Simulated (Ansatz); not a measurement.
# doublet C2H7NSi+: levels of theory compared

Wanted: a comparison of 6 runs (UHF/cc-pVDZ, UB3LYP/6-31G*, UBHLYP/cc-pVDZ, UHSE06/cc-pVDZ, UPBE0/cc-pVDZ, UMP2/cc-pVDZ) of doublet C2H7NSi+. 

The results are computed with Ansatz 0.2.0.

62 further runs of the same task are left out: 62 set aside as unsound or not needed.

## 1. The structure to begin with

The species is C2H7NSi+ (11 atoms), meant as a doublet with charge +1. SMILES of the parent species: `C=C[SiH2]N`. The coordinates come from a PBE0-D4/def2-TZVP relaxation. That shape belongs to the parent species and isn't relaxed for this state.

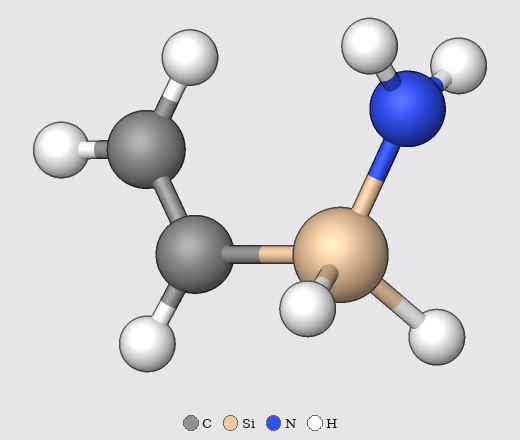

The structure, seen from a chosen angle (carbon grey, silicon light orange, nitrogen blue, hydrogen white).

## 2. A single-point energy at UHF/cc-pVDZ (run 1)

Contents of in.yaml:

```yaml
basis:
  gaussian:
    orbitals: cc-pVDZ
crystal:
  periodic: [false, false, false]
  atoms:
    - {symbol: C, position_ang: [-0.676100, 1.337000, -0.945000]}
    - {symbol: C, position_ang: [0.089300, 1.208600, 0.135100]}
    - {symbol: Si, position_ang: [0.596500, -0.444500, 0.832600]}
    - {symbol: N, position_ang: [0.002900, -1.803700, -0.028600]}
    - {symbol: H, position_ang: [-0.967100, 2.304600, -1.344700]}
    - {symbol: H, position_ang: [-1.046800, 0.465600, -1.479100]}
    - {symbol: H, position_ang: [0.433000, 2.116700, 0.631600]}
    - {symbol: H, position_ang: [0.099500, -0.536600, 2.232600]}
    - {symbol: H, position_ang: [2.083200, -0.516700, 0.836000]}
    - {symbol: H, position_ang: [0.404900, -2.086000, -0.906300]}
    - {symbol: H, position_ang: [-0.953800, -2.102100, 0.056300]}
total_charge: 1
accuracy: high
magnetization:
  spin_polarized: true
  initial_magnetization: 1
hamiltonian:
  xc: hf
output: {orbitals: {seedname: orbitals}}
```

Run with:

```bash
ansatz run in.yaml --threads 1 --pin off --max-ram 3480MiB --events-out events.jsonl --progress --plain --runs-dir runs
```

What it wrote:

```text
Warning: RAYON_NUM_THREADS=1 ignored (pool sized by the plan → 1); use --threads N
Functional definition: HF
  name "HF"
  exchange = exact_x
  correlation = 0
2292 factors; integrals over basis functions are off by at most 3.8e-9 eV
mean field evaluation 1: about -11499.8960 eV, gradient 3.4e1 eV
mean field evaluation 2: about -11500.0349 eV, gradient 3.4e1 eV
mean field evaluation 4: about -11506.6138 eV, gradient 3.7e0 eV
mean field evaluation 8: about -11507.1971 eV, gradient 6.2e-1 eV
mean field evaluation 16: about -11507.2116 eV, gradient 1.7e-8 eV
mean field evaluation 32: about -11506.2493 eV, gradient 1.6e0 eV
mean field evaluation 64: about -11507.4166 eV, gradient 1.4e-1 eV
mean field evaluation 96: about -11507.3788 eV, gradient 1.0e0 eV
mean field evaluation 128: about -11506.5721 eV, gradient 5.8e0 eV
mean field evaluation 160: about -11499.8993 eV, gradient 3.4e1 eV
mean field -11507.41682117 eV, -422.8897681709 hartree, gradient 4.3e-8 eV, S^2 0.786449; 4 other end points of the search recorded, 0 dependent functions left out
reference -11507.41682117 eV, -422.8897681709 hartree; 20, 19 occupied and 75, 76 virtual orbitals, 2292 factors
Total energy: -11507.41682117 eV, -422.8897681709 hartree
```

Wall time 12 s (1 thread of Arm Neoverse V2, shared host); peak memory 0.41 GiB.

## 3. The energy at UB3LYP/6-31G(d) (Cartesian functions) (run 2)

Contents of molecule.yaml:

```yaml
basis:
  gaussian:
    orbitals: "6-31G*"
crystal:
  periodic: [false, false, false]
  atoms:
    - {symbol: C, position_ang: [-0.676100, 1.337000, -0.945000]}
    - {symbol: C, position_ang: [0.089300, 1.208600, 0.135100]}
    - {symbol: Si, position_ang: [0.596500, -0.444500, 0.832600]}
    - {symbol: "N", position_ang: [0.002900, -1.803700, -0.028600]}
    - {symbol: H, position_ang: [-0.967100, 2.304600, -1.344700]}
    - {symbol: H, position_ang: [-1.046800, 0.465600, -1.479100]}
    - {symbol: H, position_ang: [0.433000, 2.116700, 0.631600]}
    - {symbol: H, position_ang: [0.099500, -0.536600, 2.232600]}
    - {symbol: H, position_ang: [2.083200, -0.516700, 0.836000]}
    - {symbol: H, position_ang: [0.404900, -2.086000, -0.906300]}
    - {symbol: H, position_ang: [-0.953800, -2.102100, 0.056300]}
total_charge: 1
magnetization:
  spin_polarized: true
  initial_magnetization: 1
hamiltonian:
  xc: {name: B3LYP}
accuracy: high
output: {orbitals: {seedname: orbitals}}
```

Run with:

```bash
ansatz run molecule.yaml --threads 1 --pin off --max-ram 3480MiB --events-out events.jsonl --progress --plain --runs-dir runs
```

What it wrote:

```text
Warning: RAYON_NUM_THREADS=1 ignored (pool sized by the plan → 1); use --threads N
Functional definition: B3LYP
  name "B3LYP"
  parameter a0 = 0.2
  parameter ax = 0.72
  parameter ac = 0.81
  exchange = (1 - a0 - ax)*slater_x + ax*b88_x + a0*exact_x
  correlation = (1 - ac)*vwn_rpa_c + ac*lyp_c
1835 factors; integrals over basis functions are off by at most 3.8e-9 eV
mean field evaluation 1: about -11527.6387 eV, gradient 6.3e1 eV
mean field evaluation 2: about -11493.4883 eV, gradient 9.6e1 eV
mean field evaluation 4: about -11542.2028 eV, gradient 2.7e1 eV
mean field evaluation 8: about -11546.2613 eV, gradient 1.3e0 eV
mean field evaluation 16: about -11546.4724 eV, gradient 1.5e-1 eV
mean field evaluation 32: about -11546.4582 eV, gradient 6.8e-1 eV
mean field -11546.47302548 eV, -424.3250572058 hartree, gradient 2.9e-8 eV, S^2 0.757622; 3 other end points of the search recorded, 0 dependent functions left out
reference -11546.47306378 eV, -424.3250586133 hartree; 20, 19 occupied and 58, 59 virtual orbitals, 1835 factors
Total energy: -11546.47306378 eV, -424.3250586133 hartree
```

Run time: 23 s. Hardware: 1 thread of Arm Neoverse V2, shared host; peak memory 0.37 GiB.

## 4. A single-point energy at UBHLYP/cc-pVDZ (run 3)

Contents of run.yaml:

```yaml
basis:
  gaussian: {orbitals: cc-pVDZ}
crystal:
  periodic: [false, false, false]
  atoms:
    - symbol: C
      position_ang: [-0.676100, 1.337000, -0.945000]
    - symbol: C
      position_ang: [0.089300, 1.208600, 0.135100]
    - symbol: Si
      position_ang: [0.596500, -0.444500, 0.832600]
    - symbol: N
      position_ang: [0.002900, -1.803700, -0.028600]
    - symbol: H
      position_ang: [-0.967100, 2.304600, -1.344700]
    - symbol: H
      position_ang: [-1.046800, 0.465600, -1.479100]
    - symbol: H
      position_ang: [0.433000, 2.116700, 0.631600]
    - symbol: H
      position_ang: [0.099500, -0.536600, 2.232600]
    - symbol: H
      position_ang: [2.083200, -0.516700, 0.836000]
    - symbol: H
      position_ang: [0.404900, -2.086000, -0.906300]
    - symbol: H
      position_ang: [-0.953800, -2.102100, 0.056300]
total_charge: 1
magnetization: {spin_polarized: true, initial_magnetization: 1}
hamiltonian: {xc: {name: BHLYP}}
accuracy: high
output: {orbitals: {seedname: orbitals}}
```

Run with:

```bash
ansatz run run.yaml --threads 1 --pin off --max-ram 3480MiB --events-out events.jsonl --progress --plain --runs-dir runs
```

What it wrote:

```text
Warning: RAYON_NUM_THREADS=1 ignored (pool sized by the plan → 1); use --threads N
Functional definition: BHLYP
  name "BHLYP"
  parameter a = 0.5
  exchange = (1 - a)*b88_x + a*exact_x
  correlation = lyp_c
2292 factors; integrals over basis functions are off by at most 3.8e-9 eV
mean field evaluation 1: about -11531.0575 eV, gradient 5.0e1 eV
mean field evaluation 2: about -11524.5695 eV, gradient 6.1e1 eV
mean field evaluation 4: about -11543.2735 eV, gradient 4.6e0 eV
mean field evaluation 8: about -11543.6773 eV, gradient 6.4e-1 eV
mean field evaluation 16: about -11543.6885 eV, gradient 8.4e-2 eV
mean field evaluation 32: about -11543.9985 eV, gradient 3.1e-8 eV
mean field -11543.99854570 eV, -424.2341217511 hartree, gradient 3.1e-8 eV, S^2 0.763480; 2 other end points of the search recorded, 0 dependent functions left out
reference -11543.99857419 eV, -424.2341227981 hartree; 20, 19 occupied and 75, 76 virtual orbitals, 2292 factors
Total energy: -11543.99857419 eV, -424.2341227981 hartree
```

Run time: 20 s. Hardware: 1 thread of Arm Neoverse V2, shared host; peak memory 0.47 GiB.

Runs 4 to 5 aren't shown in full; the table further down has their settings and results.

## 5. A single-point energy at UMP2/cc-pVDZ (run 6)

Contents of run.yaml:

```yaml
basis:
  gaussian:
    orbitals: cc-pVDZ
crystal:
  periodic: [false, false, false]
  atoms:
    - {symbol: C, position_ang: [-0.676100, 1.337000, -0.945000]}
    - {symbol: C, position_ang: [0.089300, 1.208600, 0.135100]}
    - {symbol: Si, position_ang: [0.596500, -0.444500, 0.832600]}
    - {symbol: N, position_ang: [0.002900, -1.803700, -0.028600]}
    - {symbol: H, position_ang: [-0.967100, 2.304600, -1.344700]}
    - {symbol: H, position_ang: [-1.046800, 0.465600, -1.479100]}
    - {symbol: H, position_ang: [0.433000, 2.116700, 0.631600]}
    - {symbol: H, position_ang: [0.099500, -0.536600, 2.232600]}
    - {symbol: H, position_ang: [2.083200, -0.516700, 0.836000]}
    - {symbol: H, position_ang: [0.404900, -2.086000, -0.906300]}
    - {symbol: H, position_ang: [-0.953800, -2.102100, 0.056300]}
total_charge: 1
accuracy: high
magnetization:
  spin_polarized: true
  initial_magnetization: 1
correlation:
  method: mp2
  frozen_orbitals: {C: 1, H: 0, "N": 1, Si: 5}
```

Run with:

```bash
ansatz run run.yaml --threads 1 --pin off --max-ram 3480MiB --events-out events.jsonl --progress --plain --runs-dir runs
```

What it wrote:

```text
Warning: RAYON_NUM_THREADS=1 ignored (pool sized by the plan → 1); use --threads N
Functional definition: HF
  name "HF"
  exchange = exact_x
  correlation = 0
2292 factors; integrals over basis functions are off by at most 3.8e-9 eV
mean field evaluation 1: about -11499.8960 eV, gradient 3.4e1 eV
mean field evaluation 2: about -11500.0349 eV, gradient 3.4e1 eV
mean field evaluation 4: about -11506.6138 eV, gradient 3.7e0 eV
mean field evaluation 8: about -11507.1971 eV, gradient 6.2e-1 eV
mean field evaluation 16: about -11507.2116 eV, gradient 1.7e-8 eV
mean field evaluation 32: about -11507.4168 eV, gradient 6.4e-3 eV
mean field evaluation 64: about -11507.4157 eV, gradient 7.3e-2 eV
mean field -11507.41682117 eV, -422.8897681709 hartree, gradient 2.6e-8 eV, S^2 0.786449; 9 other end points of the search recorded, 0 dependent functions left out
8 core orbitals not correlated: weight in the atoms' cores, before any rotation towards them, 1.000 or more for the frozen orbitals, at most 0.000 for the correlated occupied ones
reference -11507.41682117 eV, -422.8897681709 hartree; 12, 11 occupied and 75, 76 virtual orbitals, 2292 factors
second order -13.45239224 eV of doubles, -0.00000000 eV of singles
Total energy: -11520.86921342 eV, -423.3841344675 hartree
```

Wall time 11 s (1 thread of Arm Neoverse V2, shared host); peak memory 0.42 GiB.

## 6. The series

```tsv
run	level	Cartesian functions	frozen core orbitals	energy (Eh)	HOMO energy (eV)	LUMO energy (eV)	⟨S²⟩	wall time
1	UHF/cc-pVDZ	no	–	-422.889768	-14.90	-6.41	0.786	12 s
2	UB3LYP/6-31G* (Cartesian functions)	yes	–	-424.325059	-12.80	-11.59	0.758	23 s
3	UBHLYP/cc-pVDZ	no	–	-424.234123	-13.71	-10.39	0.763	20 s
4	UHSE06/cc-pVDZ	no	–	-424.019576	-12.64	-11.81	0.759	44 s
5	UPBE0/cc-pVDZ	no	–	-424.033281	-13.03	-11.45	0.760	50 s
6	UMP2/cc-pVDZ	no	8	-423.384134	–	–	0.786	11 s
```

## 7. What came out

```
                                          quantity          value
                               run 6: total energy  -423.38413 Eh
run 6: correlation energy (8 core orbitals frozen)     -494.4 mEh
          run 6: ⟨S²⟩ of the reference determinant          0.786
```

What this shows: Totals of different functionals can't be ranked against each other. All runs together took 2.6 min, the longest 50 s.
